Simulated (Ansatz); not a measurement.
# GeH2 (triplet): one geometry, many settings at scale of all distances = 2.365

What do other methods and options give for GeH2 (triplet) at this geometry, and how long do they take?

Program: Ansatz 0.2.0, Gaussian basis. Level of theory: the settings change from run to run. These are calculated values, not measurements.

10 further runs of the same task are left out: 8 that didn't finish, 2 set aside as unsound or not needed.

### Step 1. The geometry

The geometry derives from a PBE0/def2-TZVP stationary point (not a proven minimum). All distances are scaled together. No spin-orbit coupling is included. The filled d shell of Ge may be among the frozen orbitals whatever the setting's name suggests; the logs give the count.

3 atoms, charge 0, spin multiplicity 3.

Atoms are counted from 1 here; the program's logs count them from 0.

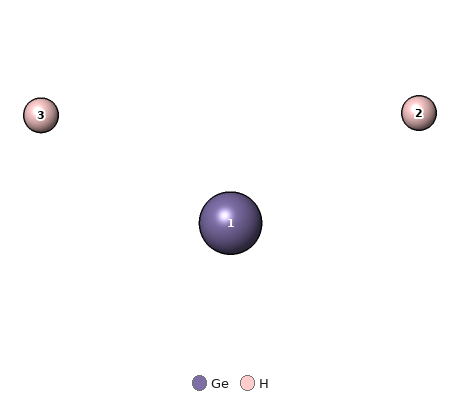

The geometry (germanium purple, hydrogen pink); atoms are numbered from 1 in the order of the file.

### Step 2. MP2 on ROHF/cc-pVDZ

in.yaml reads:

```yaml
crystal:
  periodic: [false, false, false]
  atoms:
    - {symbol: Ge, position_ang: [0.000000, -0.049161, 0.000000]}
    - {symbol: H, position_ang: [0.000000, 1.771461, -3.155858]}
    - {symbol: H, position_ang: [0.000000, 1.771461, 3.155858]}
basis:
  gaussian: {orbitals: cc-pVDZ}
magnetization: {spin_polarized: false, initial_magnetization: 2}
correlation: {method: mp2, electrons: valence}
output: {forces: true}
```

Command:

```
$ ansatz run in.yaml --threads 1 --pin off --events-out ev --progress --plain --max-ram 2393MiB
```

The log of the run, shortened:

```text
Functional definition: HF
  name "HF"
  cite "Fock, Z. Phys. 61, 126 (1930) doi:10.1007/BF01340294"
  parent pbe
[...]
419 factors; integrals over basis functions are off by at most 2.2e-4 eV
[...]
mean field -56497.05246032 eV, -2076.2283828391 hartree, gradient 3.3e-6 eV, S^2 2.000000; 22 other end points of the search recorded, 0 dependent functions left out
[...]
unrestricted determinant -56498.38897916 eV, -2076.2774990008 hartree, S^2 2.9860
9 core orbitals not correlated: weight in the atoms' cores, before any rotation towards them, 1.000 or more for the frozen orbitals, at most 0.000 for the correlated occupied ones
reference -56497.05246032 eV, -2076.2283828391 hartree; 9, 7 occupied and 19, 21 virtual orbitals, 419 factors
second order -1.76411477 eV of doubles, -0.00009889 eV of singles
[...]
Total energy: -56498.81667398 eV, -2076.2932164954 hartree
Atom 0 at     0.000000    -0.049161     0.000000 Å, force    -0.000000     0.007788    -0.000000 eV/Å
Atom 1 at     0.000000     1.771461    -3.155858 Å, force    -0.000000    -0.003894     0.006774 eV/Å
Atom 2 at     0.000000     1.771461     3.155858 Å, force     0.000000    -0.003894    -0.006774 eV/Å
Dipole moment:     0.000000     0.009380    -0.000000 e Å
```

It took 3.2 s on 1 thread of Arm Neoverse V1, shared host.

### Step 3. BCCD on UHF/def2-SVP

in.yaml reads:

```yaml
crystal:
  periodic: [false, false, false]
  atoms:
    - {symbol: Ge, position_ang: [0.000000, -0.049161, 0.000000]}
    - {symbol: H, position_ang: [0.000000, 1.771461, -3.155858]}
    - {symbol: H, position_ang: [0.000000, 1.771461, 3.155858]}
basis:
  gaussian: {orbitals: def2-SVP}
magnetization: {spin_polarized: true, initial_magnetization: 2}
correlation: {method: bccd, electrons: outside_noble_gas}
scf: {lower_state_search: off}
```

Same command.

The log of the run, shortened:

```text
Functional definition: HF
  name "HF"
  cite "Fock, Z. Phys. 61, 126 (1930) doi:10.1007/BF01340294"
  parent pbe
[...]
424 factors; integrals over basis functions are off by at most 8.9e-5 eV
[...]
mean field -56492.03419358 eV, -2076.0439649381 hartree, gradient 2.2e-6 eV, S^2 2.986628; 0 other end points of the search recorded, 0 dependent functions left out
14 core orbitals not correlated: weight in the atoms' cores, before any rotation towards them, 1.000 or more for the frozen orbitals, at most 0.000 for the correlated occupied ones
reference -56492.03419358 eV, -2076.0439649381 hartree; 4, 2 occupied and 24, 26 virtual orbitals, 424 factors
second order -1.01916165 eV of doubles, -0.00000000 eV of singles
cycle   1  -1.32623213 eV  change   -3.1e-1 eV  update   5.7e-2
[...]
cycle  29  -1.62585240 eV  change    1.2e-6 eV  update   1.7e-6
Total energy: -56493.66004598 eV, -2076.1037139118 hartree
Checks for a lower state left out: stability, starts, cluster_reference, orbital_swaps, neighbouring_geometries, increment
```

Wall time 0.81 s (1 thread of Arm Neoverse V1, shared host).

From the report: ⟨S²⟩ of the determinant 2.987 (pure triplet: 2.00); correlation -1.6259 eV; largest double amplitude 0.31. The determinant is far from a pure spin state, so its energy mixes those of several spin states (harmless only where they are near-degenerate, as at dissociation).

### Step 4. MP2 on UHF/cc-pVDZ

Changes to in.yaml since step 3:

```diff
@@ -7,5 +7,4 @@
 basis:
-  gaussian: {orbitals: def2-SVP}
+  gaussian: {orbitals: cc-pVDZ}
 magnetization: {spin_polarized: true, initial_magnetization: 2}
-correlation: {method: bccd, electrons: outside_noble_gas}
-scf: {lower_state_search: off}
+correlation: {method: mp2, electrons: outside_noble_gas}
```

Launched as before.

The log of the run, shortened:

```text
Functional definition: HF
  name "HF"
  cite "Fock, Z. Phys. 61, 126 (1930) doi:10.1007/BF01340294"
  parent pbe
[...]
419 factors; integrals over basis functions are off by at most 2.2e-4 eV
[...]
mean field -56498.75395295 eV, -2076.2909115401 hartree, gradient 4.8e-8 eV, S^2 2.989867; 24 other end points of the search recorded, 0 dependent functions left out
14 core orbitals not correlated: weight in the atoms' cores, before any rotation towards them, 1.000 or more for the frozen orbitals, at most 0.000 for the correlated occupied ones
reference -56498.75395295 eV, -2076.2909115401 hartree; 4, 2 occupied and 19, 21 virtual orbitals, 419 factors
second order -1.10530373 eV of doubles, -0.00000000 eV of singles
Total energy: -56499.85925669 eV, -2076.3315307031 hartree
```

Wall time 3.4 s (1 thread of Arm Neoverse V1, shared host).

From the report: ⟨S²⟩ of the determinant 2.990 (pure triplet: 2.00). The determinant is far from a pure spin state, so its energy mixes those of several spin states (harmless only where they are near-degenerate, as at dissociation).

### Step 5. CCSD(T) on ROHF/cc-pVDZ

Changes to in.yaml since step 4:

```diff
@@ -8,3 +8,4 @@
   gaussian: {orbitals: cc-pVDZ}
-magnetization: {spin_polarized: true, initial_magnetization: 2}
-correlation: {method: mp2, electrons: outside_noble_gas}
+magnetization: {spin_polarized: false, initial_magnetization: 2}
+hamiltonian: {pseudopotentials: {relativity: none}}
+correlation: {method: ccsd_t, electrons: valence}
```

Same command.

The log of the run, shortened:

```text
Functional definition: HF
  name "HF"
  cite "Fock, Z. Phys. 61, 126 (1930) doi:10.1007/BF01340294"
  parent pbe
[...]
419 factors; integrals over basis functions are off by at most 2.2e-4 eV
[...]
mean field -56497.05246032 eV, -2076.2283828391 hartree, gradient 3.3e-6 eV, S^2 2.000000; 24 other end points of the search recorded, 0 dependent functions left out
[...]
determinant -56497.05246032 eV, -2076.2283828391 hartree, with singles and doubles -56499.54836018 eV, -2076.3201054671 hartree
determinant -56497.03921343 eV, -2076.2278960249 hartree, with singles and doubles -56499.54880170 eV, -2076.3201216927 hartree
determinant -56497.01302593 eV, -2076.2269336519 hartree, with singles and doubles -56499.53982979 eV, -2076.3197919813 hartree
determinant -56495.96008288 eV, -2076.1882387086 hartree, with singles and doubles -56500.10564391 eV, -2076.3405852664 hartree
[...]
determinant -56495.05202859 eV, -2076.1548683290 hartree, with singles and doubles -56500.35069580 eV, -2076.3495907575 hartree
determinant -56495.05202859 eV, -2076.1548683290 hartree, with singles and doubles -56500.66160562 eV, -2076.3610164825 hartree
unrestricted determinant -56498.75395295 eV, -2076.2909115401 hartree, S^2 2.9899
9 core orbitals not correlated: weight in the atoms' cores, before any rotation towards them, 1.000 or more for the frozen orbitals, at most 0.000 for the correlated occupied ones
reference -56495.96008288 eV, -2076.1882387086 hartree; 9, 7 occupied and 19, 21 virtual orbitals, 419 factors
second order -2.73737369 eV of doubles, -0.06279210 eV of singles
cycle   1  -4.69145672 eV  change   -5.2e-8 eV  update   4.3e-6
cycle   2  -4.69145525 eV  change    1.5e-6 eV  update   4.2e-6
perturbative correction -0.14521940 eV, -0.0053367146 hartree
WARN: these amplitudes may be one of several solutions (largest doubles amplitude 0.16, level shift 1.87 eV)
Total energy: -56500.79675753 eV, -2076.3659832236 hartree
```

Run time: 14 s. Hardware: 1 thread of Arm Neoverse V1, shared host.

From the report: correlation -4.8367 eV; T1 0.199; largest double amplitude 0.16. The report flags that the cluster equations may have other roots.

### Step 6. CCSDT(Q)/aug-cc-pVDZ

in.yaml reads:

```yaml
crystal:
  periodic: [false, false, false]
  atoms:
    - {symbol: Ge, position_ang: [0.000000, -0.049161, 0.000000]}
    - {symbol: H, position_ang: [0.000000, 1.771461, -3.155858]}
    - {symbol: H, position_ang: [0.000000, 1.771461, 3.155858]}
basis:
  gaussian: {orbitals: aug-cc-pVDZ}
magnetization: {spin_polarized: true, initial_magnetization: 2}
hamiltonian: {xc: {name: PBE}, pseudopotentials: {relativity: scalar}}
correlation: {method: ccsdt_q, electrons: outside_noble_gas}
```

Launched as before.

The log of the run, shortened:

```text
Functional definition: PBE
  name "PBE"
  cite "Perdew, Burke & Ernzerhof, Phys. Rev. Lett. 77, 3865 (1996) doi:10.1103/PhysRevLett.77.3865"
  parent pbe
[...]
955 factors; integrals over basis functions are off by at most 2.7e-7 eV
[...]
mean field -56999.48382854 eV, -2094.6923950609 hartree, gradient 5.3e-6 eV, S^2 2.890727; 12 other end points of the search recorded, 0 dependent functions left out
14 core orbitals not correlated: weight in the atoms' cores, before any rotation towards them, 0.999 or more for the frozen orbitals, at most 0.000 for the correlated occupied ones
reference -56964.03720794 eV, -2093.3897557804 hartree; 4, 2 occupied and 36, 38 virtual orbitals, 955 factors
second order -1.24164123 eV of doubles, -0.17760457 eV of singles
cycle   1  -1.74065316 eV  change   -3.2e-1 eV  update   5.7e-2
[...]
cycle  17  -1.95431355 eV  change   -2.3e-7 eV  update   2.5e-7
perturbative correction -0.00468555 eV, -0.0001721909 hartree
Total energy: -56965.99620704 eV, -2093.4617476697 hartree
Relativity: scalar
```

It took 66 s on 1 thread of Arm Neoverse V1, shared host; peak memory 0.28 GiB.

From the report: ⟨S²⟩ of the determinant 2.891 (pure triplet: 2.00); correlation -1.9590 eV; T1 0.033; largest double amplitude 0.20. The determinant is far from a pure spin state, so its energy mixes those of several spin states (harmless only where they are near-degenerate, as at dissociation). The orbitals are Kohn-Sham ones, so correlation energy and T1 don't compare with those on Hartree-Fock orbitals.

### Step 7. The runs in one table

Where basis and cores are those of an earlier FCI/cc-pVDZ run (-56500.3703 eV), and the state is the same kind, the miss against it is given. † marks a result that the program doubts.

```tsv
level	correlated	functions	energy (eV)	from FCI (meV)	time
MP2 on ROHF/cc-pVDZ	valence	37	-56498.8167		3.2 s
BCCD on UHF/def2-SVP	outside noble gas	42	-56493.6600		0.81 s
MP2 on UHF/cc-pVDZ	outside noble gas	37	-56499.8593	511.0	3.4 s
CCSD(T) on ROHF/cc-pVDZ †	valence	37	-56500.7968		14 s
CCSDT(Q)/aug-cc-pVDZ (on PBE orbitals, relativity set)	outside noble gas	54	-56965.9962		66 s
```

### Step 8. Outcome

| quantity | value |
| --- | --- |
| runs | 5 |
| quickest | BCCD on UHF/def2-SVP, 0.81 s |
| slowest | CCSDT(Q)/aug-cc-pVDZ (on PBE orbitals, relativity set), 66 s |

**Reading.** Total energies in different bases, with other cores or another treatment of relativity can't be set against each other. CCSDT(Q)/aug-cc-pVDZ (on PBE orbitals, relativity set) took 82 times as long as BCCD on UHF/def2-SVP; the jobs differ in more than the method.
